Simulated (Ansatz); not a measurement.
# quartet SiH2ClO at 3 levels

We compute a comparison of 3 runs (UHF/STO-3G, UHF/def2-TZVP, UCCSD(T)/def2-TZVP) of quartet SiH2ClO. 

Program for the calculation: Ansatz 0.2.0.

33 further runs of the same task are left out: 33 set aside as unsound or not needed. Runs told in other sessions of the task aren't counted.

## Step 1: Starting point

SiH2ClO has 5 atoms, charge 0, and is taken as a quartet. SMILES of the parent species: `O[SiH]Cl`. Geometry: relaxed at PBE0-D4/def2-TZVP. This is one conformer, not always the lowest. That shape belongs to the parent species and isn't relaxed for this state.

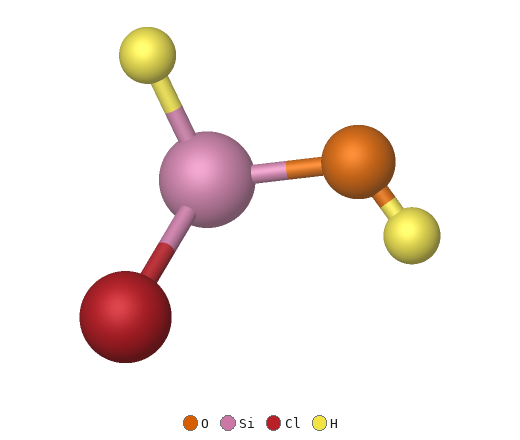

Viewed from a chosen angle; oxygen orange, silicon pink, chlorine red, hydrogen yellow.

## Step 2: The energy at UHF/STO-3G (run 1)

job.yaml reads:

```yaml
basis:
  gaussian: {orbitals: STO-3G}
crystal:
  periodic: [false, false, false]
  atoms:
    - {symbol: O, position_ang: [-0.806100, -0.432000, -0.746500]}
    - {symbol: Si, position_ang: [-0.092300, 0.479800, 0.414000]}
    - {symbol: Cl, position_ang: [1.606600, -0.440800, 1.143600]}
    - {symbol: H, position_ang: [-1.024100, -1.343200, -0.540000]}
    - {symbol: H, position_ang: [0.316000, 1.736300, -0.271100]}
accuracy: high
output: {orbitals: {seedname: orbitals}}
hamiltonian: {xc: hf}
magnetization: {spin_polarized: true, initial_magnetization: 3}
```

The run is started by

```bash
$ ansatz run job.yaml --threads 1 --pin off --max-ram 2610MiB --events-out events.jsonl --progress --plain --runs-dir runs
```

Output:

```text
Warning: RAYON_NUM_THREADS=1 ignored (pool sized by the plan → 1); use --threads N
Functional definition: HF
  name "HF"
  exchange = exact_x
  correlation = 0
460 factors; integrals over basis functions are off by at most 3.1e-8 eV
mean field evaluation 1: about -22171.5340 eV, gradient 1.2e1 eV
mean field evaluation 2: about -22171.6592 eV, gradient 1.2e1 eV
mean field evaluation 4: about -22173.4183 eV, gradient 1.8e0 eV
mean field evaluation 8: about -22173.7456 eV, gradient 4.5e-1 eV
mean field evaluation 16: about -22173.7971 eV, gradient 1.8e-8 eV
mean field evaluation 32: about -22173.0011 eV, gradient 1.2e0 eV
mean field evaluation 64: about -22172.3318 eV, gradient 1.0e0 eV
mean field evaluation 96: about -22172.2862 eV, gradient 4.9e0 eV
mean field evaluation 128: about -22173.6492 eV, gradient 1.2e-1 eV
mean field evaluation 160: about -22172.6930 eV, gradient 5.6e-2 eV
mean field -22173.79713657 eV, -814.8720148293 hartree, gradient 2.5e-8 eV, S^2 3.754920; 3 other end points of the search recorded, 0 dependent functions left out
reference -22173.79713657 eV, -814.8720148293 hartree; 22, 19 occupied and 3, 6 virtual orbitals, 460 factors
Total energy: -22173.79713657 eV, -814.8720148293 hartree
```

Run time: 0.6 s. Hardware: 1 thread of Arm Neoverse V1, shared host.

## Step 3: The energy at UHF/def2-TZVP (run 2)

run.yaml reads:

```yaml
basis:
  gaussian:
    orbitals: def2-TZVP
crystal:
  periodic: [false, false, false]
  atoms:
    - {symbol: O, position_ang: [-0.806100, -0.432000, -0.746500]}
    - {symbol: Si, position_ang: [-0.092300, 0.479800, 0.414000]}
    - {symbol: Cl, position_ang: [1.606600, -0.440800, 1.143600]}
    - {symbol: H, position_ang: [-1.024100, -1.343200, -0.540000]}
    - {symbol: H, position_ang: [0.316000, 1.736300, -0.271100]}
output: {orbitals: {seedname: orbitals}}
magnetization:
  spin_polarized: true
  initial_magnetization: 3
accuracy: high
hamiltonian:
  xc: hf
```

The run is started by

```bash
$ ansatz run run.yaml --threads 1 --pin off --max-ram 2610MiB --events-out events.jsonl --progress --plain --runs-dir runs
```

Output (excerpt; [...] marks lines left out):

```text
Warning: RAYON_NUM_THREADS=1 ignored (pool sized by the plan → 1); use --threads N
[... 2 set-up lines as earlier in the session ...]
[...]
1953 factors; integrals over basis functions are off by at most 3.7e-9 eV
[...]
mean field -22430.52628721 eV, -824.3066370982 hartree, gradient 3.0e-8 eV, S^2 3.760130; 5 other end points of the search recorded, 0 dependent functions left out
reference -22430.52628721 eV, -824.3066370982 hartree; 22, 19 occupied and 95, 98 virtual orbitals, 1953 factors
Total energy: -22430.52628721 eV, -824.3066370982 hartree
```

Run time: 34 s. Hardware: 1 thread of Arm Neoverse V1, shared host; peak memory 0.39 GiB.

## Step 4: A single-point energy at UCCSD(T)/def2-TZVP (run 3)

in.yaml reads:

```yaml
crystal:
  periodic: [false, false, false]
  atoms:
    - {symbol: O, position_ang: [-0.806100, -0.432000, -0.746500]}
    - {symbol: Si, position_ang: [-0.092300, 0.479800, 0.414000]}
    - {symbol: Cl, position_ang: [1.606600, -0.440800, 1.143600]}
    - {symbol: H, position_ang: [-1.024100, -1.343200, -0.540000]}
    - {symbol: H, position_ang: [0.316000, 1.736300, -0.271100]}
basis:
  gaussian:
    orbitals: def2-TZVP
magnetization:
  spin_polarized: true
  initial_magnetization: 3
correlation:
  method: ccsd_t
  frozen_orbitals: {Cl: 5, H: 0, O: 1, Si: 5}
accuracy: high
scf:
  omitted_lower_state_checks: [cluster_reference, increment]
```

The run is started by

```bash
$ ansatz run in.yaml --threads 1 --pin off --max-ram 2610MiB --events-out events.jsonl --progress --plain --runs-dir runs
```

Output:

```text
Warning: RAYON_NUM_THREADS=1 ignored (pool sized by the plan → 1); use --threads N
[... 18 lines left out ...]
11 core orbitals not correlated: weight in the atoms' cores, before any rotation towards them, 1.000 or more for the frozen orbitals, at most 0.000 for the correlated occupied ones
[... 51 lines left out ...]
Total energy: -22445.14628667 eV, -824.8439121686 hartree
Checks for a lower state left out: cluster_reference, increment
```

Run time: 3.3 min. Hardware: 1 thread of Arm Neoverse V1, shared host; peak memory 2 GiB.

## Step 5: The series

```tsv
run	level	frozen core orbitals	energy (Eh)	HOMO energy (eV)	LUMO energy (eV)	⟨S²⟩	wall time
1	UHF/STO-3G	–	-814.872015	0.74	4.00	3.755	0.6 s
2	UHF/def2-TZVP	–	-824.306637	-4.28	-2.12	3.760	34 s
3	UCCSD(T)/def2-TZVP	11	-824.843912	–	–	3.760	3.3 min
```

## Step 6: What came out

| quantity | value |
| --- | --- |
| run 3: total energy | -824.84391 Eh |
| run 3: correlation energy (11 core orbitals frozen) | -537.3 mEh |
| run 3: (T) correction | -21.46 mEh |
| run 3: ⟨S²⟩ of the reference determinant | 3.760 |
| run 3: T1 diagnostic | 0.049 |

**Reading.** In run 1 the basis is minimal, so the values are rough. All runs together took 3.9 min, the longest 3.3 min.
